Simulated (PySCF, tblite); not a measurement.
# C4H9F2Si2 radical: geometry, infrared bands and EPR parameters

What infrared bands and EPR parameters should C4H9F2Si2 radical (`C[SiH2]/C(=[C]\[SiH3])C(F)F`) show?

The runs use tblite 0.8.0 and PySCF 2.14.0, with density-fitted response routines of our own; the level of theory stands in each step. All values are computed, except where a source is named. Atoms count from 0, in the outputs and in this text.

### Step 1. The starting structure

17 atoms, charge 0, multiplicity 2; geometry from: force field or distance geometry start.

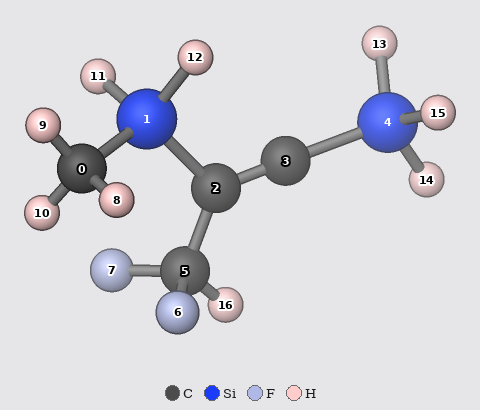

As it starts; carbon dark grey, silicon blue, fluorine light blue, hydrogen pink, atoms numbered; sticks join atoms by distance.

### Step 2. Optimising the geometry with GFN2-xTB

The job: settings as JSON, then the geometry in Å.

```
{"job": {"kind": "relax", "xc": "GFN2-xTB", "basis": "xTB"}, "charge": 0, "multiplicity": 2}
C     -1.669500     2.108800     0.501500
Si    -0.258300     1.368000    -0.415000
C     -0.068900    -0.449800    -0.145100
C      1.129900    -0.937400    -0.149300
Si     2.867700    -1.651100    -0.119300
C     -1.339500    -1.227100     0.043800
F     -1.923200    -0.915500     1.229200
F     -2.246600    -0.951000    -0.915400
H     -1.589300     1.940400     1.581700
H     -1.727500     3.191500     0.342200
H     -2.633500     1.684900     0.169100
H     -0.389400     1.633600    -1.857100
H      0.992400     2.041100     0.040900
H      3.632200    -1.155500    -1.304000
H      2.798600    -3.122100    -0.180600
H      3.568100    -1.244600     1.128600
H     -1.150300    -2.302100     0.038900
```

Started as:

```sh
> OMP_NUM_THREADS=1 python probes_run.py task.json out
```

One launch serves the whole session: the jobs run in the order shown.

**Question.** This job is followed by: GFN2-xTB harmonic vibrations, gas phase; UKS B3LYP, pcH-1 on C F H Si, non-relativistic, mean-field spin-orbit, GIAO. Predict these results of the whole session: strongest single infrared mode (GFN2-xTB); zero-point energy (GFN2-xTB); g(iso) (B3LYP); ⟨S²⟩; largest a(iso) (averaged by class); surface potential, least and greatest.

The runs gave:

```
                                 quantity                  value
strongest single infrared mode (GFN2-xTB)  2254 cm⁻¹, 387 km/mol
             zero-point energy (GFN2-xTB)          67.5 kcal/mol
                           g(iso) (B3LYP)                2.00213
                                     ⟨S²⟩     0.757 (exact 0.75)
       largest a(iso) (averaged by class)   13C on C3, 133.7 MHz
    surface potential, least and greatest     -0.77 V and 1.21 V
```

In words: Relaxing lowered the energy by 0.275 eV in 153 steps; the close pair that moved most is Si1–C2, from 1.847 to 1.940 Å. All 45 modes are real, so the xTB geometry is a minimum. GFN2-xTB is a fitted tight-binding method: band positions and strengths are rough. Its intensities can rank the bands wrongly. C3 carries the largest spin population, 0.92 e. The isotropic g lies 0.2 ppt below the free-electron value.
